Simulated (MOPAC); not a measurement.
# Frequency calculation, with input and output: SnNH3S2 (part 2 of 2)

SnNH3S2; PM6, closed shell (MOPAC 23.2.5). The geometry was optimised with PM6.

Geometry of the input (Å):
```
N  -0.6619  0.8633  -0.0786
Sn 0.6186  -0.0165  -0.0174
S  0.3955  -1.9571  1.4798
S  0.2122  -2.3694  -0.6145
H  -0.8208  1.8810  -0.2655
H  -1.6663  0.5668  0.0679
H  2.1135  0.6897  -0.2875
```

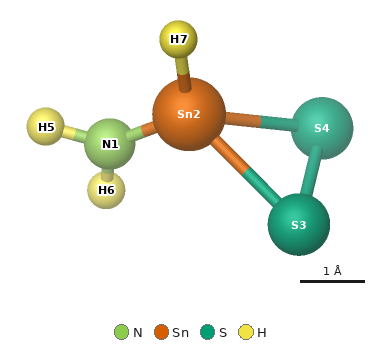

Figure 1. The structure as given in the input (ball-and-stick view, seen at a tilt; atoms are numbered from 1 in the order of the input). Sticks mark near contacts.

The program's output, continued
```
           1    0.0000    0.1388    0.8847   -0.2373   -0.0004   -0.0163   -0.1970
           2    0.2272   -0.4193    0.0567   -0.0099   -0.0004    0.2117   -0.0264
           3   -0.4223   -0.2256    0.0305   -0.0053   -0.0002    0.1139   -0.0142
           4   -0.0000   -0.0457   -0.3372   -0.0121    0.0446   -0.0043   -0.0138
           5   -0.0266    0.0950   -0.0096    0.0037   -0.0687    0.0061   -0.0012
           6    0.0494    0.0511   -0.0052    0.0020   -0.0370    0.0033   -0.0006
           7    0.0017    0.0040   -0.0016    0.0007    0.0004   -0.0002    0.0004
           8    0.0102   -0.0067    0.0011    0.0008    0.0001    0.0001    0.0009
           9   -0.0037    0.0008   -0.0042    0.0000   -0.0008    0.0002    0.0004
          10   -0.0017    0.0041   -0.0017    0.0007    0.0004   -0.0002    0.0004
          11   -0.0025   -0.0030   -0.0029    0.0005   -0.0006    0.0003    0.0008
          12   -0.0105   -0.0060    0.0032    0.0006    0.0005   -0.0000    0.0006
          13   -0.0000   -0.4528    0.2789    0.4745   -0.0042   -0.4262    0.5268
          14   -0.2570    0.3466   -0.0596   -0.4096   -0.0060   -0.3418    0.5134
          15    0.4776    0.1865   -0.0321   -0.2204   -0.0032   -0.1839    0.2763
          16   -0.0000    0.5035    0.1196    0.5390    0.0107    0.5282    0.3512
          17   -0.3251    0.2914   -0.0416    0.4048   -0.0060   -0.5062   -0.4124
          18    0.6042    0.1568   -0.0224    0.2178   -0.0032   -0.2723   -0.2219
          19   -0.0000   -0.1177   -0.0193   -0.0051   -0.4930    0.0073    0.0013
          20   -0.0199   -0.0510    0.0042   -0.0057    0.7620   -0.0098    0.0003
          21    0.0369   -0.0274    0.0023   -0.0031    0.4100   -0.0053    0.0001

          DESCRIPTION OF VIBRATIONS

 VIBRATION          1    1A"         ATOM PAIR     ENERGY CONTRIBUTION    RADIAL
 FREQUENCY           105.40         N 1 -- Sn2         +43.1% (291.8%)      0.0%
 TRANSITION DIPOLE   0.0256         Sn2 -- H 6         +20.6% (201.5%)      0.0%
 TRAVEL (Ang.)       0.3568         N 1 -- H 5         +18.6% (191.6%)      0.0%
 REDUCED MASS        5.0265         N 1 -- H 6          +8.4% (129.0%)      0.0%
 EFFECTIVE MASS    105.4912
 FORCE CONSTANT      0.0329

 VIBRATION          2    1A'         ATOM PAIR     ENERGY CONTRIBUTION    RADIAL
 FREQUENCY           152.30         N 1 -- Sn2         +21.9% (388.3%)      2.0%
 TRANSITION DIPOLE   0.3179         Sn2 -- H 5         +19.5% (366.1%)      2.7%
 TRAVEL (Ang.)       0.2640         N 1 -- H 6         +19.5% (365.8%)     80.1%
 REDUCED MASS        6.3511         N 1 -- H 5         +18.1% (352.3%)     91.9%
 EFFECTIVE MASS    192.0852         Sn2 -- H 6         +18.0% (351.9%)     19.9%
 FORCE CONSTANT      0.0868

 VIBRATION          3    2A"         ATOM PAIR     ENERGY CONTRIBUTION    RADIAL
 FREQUENCY           258.15         S 3 -- S 4         +14.6% ( 85.0%)      0.0%
 TRANSITION DIPOLE   0.7362         Sn2 -- S 4         +14.1% ( 83.5%)     81.1%
 TRAVEL (Ang.)       0.1959         Sn2 -- S 3         +14.1% ( 83.5%)     81.1%
 REDUCED MASS        6.8071         N 1 -- H 5         +13.9% ( 82.9%)      0.0%
 EFFECTIVE MASS     33.1448         Sn2 -- H 5         +13.6% ( 82.0%)      0.0%
 FORCE CONSTANT      0.2673         Sn2 -- H 6         +11.1% ( 74.2%)      0.0%
                            N 1 -- H 6         +10.8% ( 73.2%)      0.0%

 VIBRATION          4    2A'         ATOM PAIR     ENERGY CONTRIBUTION    RADIAL
 FREQUENCY           355.87         Sn2 -- S 3         +21.9% ( 76.1%)     62.3%
 TRANSITION DIPOLE   3.8041         Sn2 -- S 4         +21.9% ( 76.1%)     62.3%
 TRAVEL (Ang.)       0.1027         S 3 -- S 4         +19.7% ( 72.1%)    100.0%
 REDUCED MASS       17.9595         Sn2 -- H 5          +8.8% ( 48.2%)     37.8%
 EFFECTIVE MASS     60.8209
 FORCE CONSTANT      1.3401

 VIBRATION          5    3A"         ATOM PAIR     ENERGY CONTRIBUTION    RADIAL
 FREQUENCY           361.31         Sn2 -- H 5         +23.6% ( 94.6%)      0.0%
 TRANSITION DIPOLE   0.0703         N 1 -- H 6         +21.9% ( 91.2%)      0.0%
 TRAVEL (Ang.)       0.3105         N 1 -- H 5         +19.0% ( 84.9%)      0.0%
 REDUCED MASS        1.9363         Sn2 -- H 6         +17.3% ( 81.1%)      0.0%
 EFFECTIVE MASS      9.3490
 FORCE CONSTANT      0.1489

 VIBRATION          6    4A"         ATOM PAIR     ENERGY CONTRIBUTION    RADIAL
 FREQUENCY           492.49         Sn2 -- H 7         +46.9% ( 79.8%)      0.0%
 TRANSITION DIPOLE   0.5566         N 1 -- H 5         +18.3% ( 49.8%)      0.0%
 TRAVEL (Ang.)       0.4762         Sn2 -- H 6         +12.8% ( 41.6%)      0.0%
 REDUCED MASS        0.6037         Sn2 -- H 5         +12.4% ( 41.1%)      0.0%
 EFFECTIVE MASS      1.7070
 FORCE CONSTANT      0.0863

 VIBRATION          7    3A'         ATOM PAIR     ENERGY CONTRIBUTION    RADIAL
 FREQUENCY           572.27         Sn2 -- H 7         +68.5% ( 94.2%)      0.1%
 TRANSITION DIPOLE   0.7253         S 3 -- S 4          +6.3% ( 28.6%)    100.0%
 TRAVEL (Ang.)       0.3612         Sn2 -- H 6          +6.2% ( 28.3%)     46.5%
 REDUCED MASS        0.9029         N 1 -- H 6          +5.2% ( 25.9%)      1.9%
 EFFECTIVE MASS      3.9175
 FORCE CONSTANT      0.1742

 VIBRATION          8    4A'         ATOM PAIR     ENERGY CONTRIBUTION    RADIAL
 FREQUENCY           576.11         S 3 -- S 4         +53.8% ( 92.3%)    100.0%
 TRANSITION DIPOLE   1.0206         Sn2 -- S 4         +17.5% ( 52.7%)     68.9%
 TRAVEL (Ang.)       0.0964         Sn2 -- S 3         +17.5% ( 52.7%)     68.9%
 REDUCED MASS       12.6080         Sn2 -- H 7          +5.9% ( 30.6%)      4.3%
 EFFECTIVE MASS     32.4542
 FORCE CONSTANT      2.4655

 VIBRATION          9    5A"         ATOM PAIR     ENERGY CONTRIBUTION    RADIAL
 FREQUENCY           903.62         N 1 -- H 6         +41.2% ( 72.2%)      0.0%
 TRANSITION DIPOLE   1.4619         N 1 -- H 5         +24.5% ( 55.6%)      0.0%
 TRAVEL (Ang.)       0.2663         Sn2 -- H 6         +20.3% ( 50.6%)      0.0%
 REDUCED MASS        1.0526         Sn2 -- H 5          +9.5% ( 34.6%)      0.0%
 EFFECTIVE MASS      2.8110
 FORCE CONSTANT      0.5064

 VIBRATION         10    5A'         ATOM PAIR     ENERGY CONTRIBUTION    RADIAL
 FREQUENCY           937.00         N 1 -- H 5         +28.1% ( 98.2%)      4.9%
 TRANSITION DIPOLE   1.0239         N 1 -- H 6         +25.4% ( 93.5%)     21.3%
 TRAVEL (Ang.)       0.2520         Sn2 -- H 6         +21.5% ( 86.0%)     54.0%
 REDUCED MASS        1.1336         Sn2 -- H 5         +18.8% ( 80.5%)     35.1%
 EFFECTIVE MASS      4.4625
 FORCE CONSTANT      0.5864

 VIBRATION         11    6A'         ATOM PAIR     ENERGY CONTRIBUTION    RADIAL
 FREQUENCY           982.86         N 1 -- Sn2         +34.3% (108.8%)     99.6%
 TRANSITION DIPOLE   2.3736         N 1 -- H 6         +26.4% ( 95.3%)     24.8%
 TRAVEL (Ang.)       0.0819         N 1 -- H 5         +25.2% ( 93.3%)     67.6%
 REDUCED MASS       10.2162         Sn2 -- H 5          +8.8% ( 55.1%)     83.6%
 EFFECTIVE MASS     21.1062
 FORCE CONSTANT      5.8147

 VIBRATION         12    7A'         ATOM PAIR     ENERGY CONTRIBUTION    RADIAL
 FREQUENCY          1614.97         N 1 -- H 6         +29.2% ( 61.6%)      1.5%
 TRANSITION DIPOLE   0.9224         Sn2 -- H 6         +24.5% ( 56.4%)     24.7%
 TRAVEL (Ang.)       0.2905         N 1 -- H 5         +24.2% ( 56.1%)      3.3%
 REDUCED MASS        0.4949         Sn2 -- H 5         +20.2% ( 51.2%)     21.2%
 EFFECTIVE MASS      1.5075
 FORCE CONSTANT      0.7605

 VIBRATION         13    8A'         ATOM PAIR     ENERGY CONTRIBUTION    RADIAL
 FREQUENCY          2534.87         Sn2 -- H 7         +99.9% (100.0%)    100.0%
 TRANSITION DIPOLE   0.3039
 TRAVEL (Ang.)       0.1632
 REDUCED MASS        0.9990
 EFFECTIVE MASS      1.1816
 FORCE CONSTANT      3.7819

 VIBRATION         14    9A'         ATOM PAIR     ENERGY CONTRIBUTION    RADIAL
 FREQUENCY          2735.26         N 1 -- H 6         +33.7% ( 81.6%)     99.4%
 TRANSITION DIPOLE   1.0020         Sn2 -- H 6         +30.2% ( 77.2%)     79.5%
 TRAVEL (Ang.)       0.2151         N 1 -- H 5         +19.1% ( 61.4%)     97.0%
 REDUCED MASS        0.5328         Sn2 -- H 5         +16.7% ( 57.5%)     82.8%
 EFFECTIVE MASS      1.3661
 FORCE CONSTANT      2.3487

 VIBRATION         15   10A'         ATOM PAIR     ENERGY CONTRIBUTION    RADIAL
 FREQUENCY          2835.75         N 1 -- H 5         +33.8% ( 79.1%)     98.6%
 TRANSITION DIPOLE   1.4633         Sn2 -- H 5         +30.9% ( 75.6%)     77.1%
 TRAVEL (Ang.)       0.2129         N 1 -- H 6         +18.2% ( 58.1%)     94.8%
 REDUCED MASS        0.5247         Sn2 -- H 6         +16.8% ( 55.8%)     72.9%
 EFFECTIVE MASS      1.2711
 FORCE CONSTANT      2.4858

      SYMMETRY NUMBER FOR POINT-GROUP Cs  =  1

          SYSTEM IS A GROUND STATE

 H3NS2Sn

          MOLECULE IS NOT LINEAR

          THERE ARE 15 GENUINE VIBRATIONS IN THIS SYSTEM
          THIS THERMODYNAMICS CALCULATION IS LIMITED TO
          MOLECULES WHICH HAVE NO INTERNAL ROTATIONS

                    CALCULATED THERMODYNAMIC PROPERTIES
                                          *
   TEMP. (K)   PARTITION FUNCTION   H.O.F.    ENTHALPY  HEAT CAPACITY ENTROPY
                                   KCAL/MOL   CAL/MOLE    CAL/K/MOL  CAL/K/MOL

 298.00  VIB.     0.1294D+02                  2046.4545    13.5404    11.9546
         ROT.     0.2317D+06                   888.2803     2.9808    27.5294
         INT.     0.2998D+07                  2934.7348    16.5213    39.4840
         TRA.     0.2731D+28                  1480.4672     4.9680    41.7795
         TOT.                       13.271    4415.2019    21.4893    81.2636

 298.00  VIB.     0.1294D+02                  2046.4545    13.5404    11.9546
         ROT.     0.2317D+06                   888.2803     2.9808    27.5294
         INT.     0.2998D+07                  2934.7348    16.5213    39.4840
         TRA.     0.2731D+28                  1480.4672     4.9680    41.7795
         TOT.                       13.271    4415.2019    21.4893    81.2636

 398.00  VIB.     0.4069D+02                  3543.8960    16.2513    16.2687
         ROT.     0.3577D+06                  1186.3609     2.9808    28.3919
         INT.     0.1455D+08                  4730.2570    19.2321    44.6606
         TRA.     0.4216D+28                  1977.2682     4.9680    43.2171
         TOT.                       15.563    6707.5252    24.2002    87.8777

   *: NOTE: HEATS OF FORMATION ARE RELATIVE TO THE
            ELEMENTS IN THEIR STANDARD STATE AT 298K
              (=  Standard Enthalpy of Formation).

            Hvib:  Zero-point energy is not included.
                   frequencies of less than zero cm-1 are not included.
            Hrot = (3/2)RT
            Htra = (3/2)RT + pV = (5/2)RT

            Heat capacity is Cp, not Cv

           FORCE CONSTANT IN CARTESIAN COORDINATES (Millidynes/A)

    ATOM   CHEMICAL       X               Y               Z
   NUMBER   SYMBOL  FORCE CONSTANT  FORCE CONSTANT  FORCE CONSTANT

      1       N       10.191626        4.557516        2.476719
      2      Sn        9.724698        5.266828        2.222248
      3       S        0.373156        2.271776        2.084659
      4       S        0.373101        1.119496        3.236994
      5       H        2.634013        2.148223        0.759390
      6       H        2.421295        2.310946        0.854668
      7       H        1.074785        2.279685        0.744924

 *                    *
 * JOB ENDED NORMALLY *
 *                    *

 TOTAL JOB TIME:             0.12 SECONDS

 == MOPAC DONE ==
```

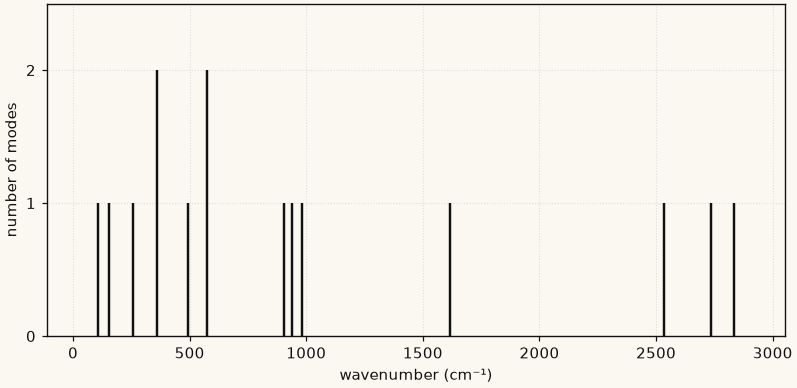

Figure 2. Harmonic vibrational wavenumbers from the force constants; neighbouring modes closer than 12 cm⁻¹ are counted in one stick. 15 modes from 105 to 2836 cm⁻¹, none imaginary.
